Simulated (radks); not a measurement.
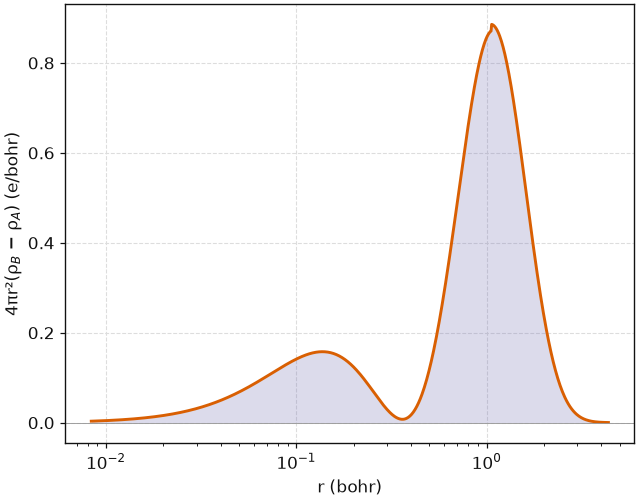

Two charge states of carbon were computed: C³⁺ in [He] 2s1; C⁴⁺ in 1s2. The calculation used the in-house radial solver radks at this level: scalar-relativistic Kohn-Sham, PBE, spin-unpolarised, spherical densities, finite nucleus.

The plot shows the radial density of run B less that of run A; on the logarithmic r axis, areas aren't charges.

### Assign A and B and describe the change of the density.

A is C⁴⁺ in 1s2; B is C³⁺ in [He] 2s1. B holds 1.0 electrons more than A where the difference is positive (most at r = 1.1 bohr) and hardly less anywhere, a net change of +1. The energy of B less that of A is −63.9 eV.
